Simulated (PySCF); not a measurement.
Be(Cl)(iPr), C₃H₇BeCl, SMILES C[CH](C)[Be][Cl] at its CAM-B3LYP/def2-SVP optimised geometry (Å):

```
12

Be     0.7890    -0.0243     0.0000
Cl     2.6012    -0.0243     0.0000
C     -0.8885    -0.0308     0.0158
C     -1.4926    -1.1333    -0.8692
C     -1.5003     1.3390    -0.3199
H     -1.1620    -0.2648     1.0650
H     -2.5934    -1.1568    -0.7864
H     -1.2575    -0.9733    -1.9346
H     -1.1252    -2.1369    -0.6018
H     -1.1393     2.1369     0.3484
H     -2.6012     1.3183    -0.2373
H     -1.2650     1.6470    -1.3522
```

Level of theory: CAM-B3LYP/def2-TZVP (PySCF).

Map of the HOMO−1 amplitude (bohr^(-3/2)) on the plane z = 0.8 Å; orbital energy -10.71 eV, overall sign arbitrary:

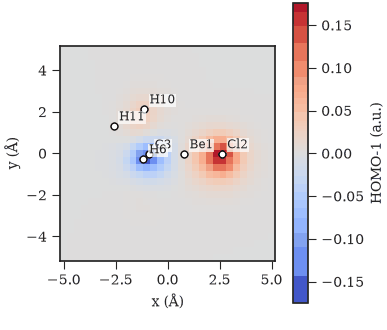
HOMO−1 amplitude (bohr^(-3/2)) on the plane z = 0.8 Å.
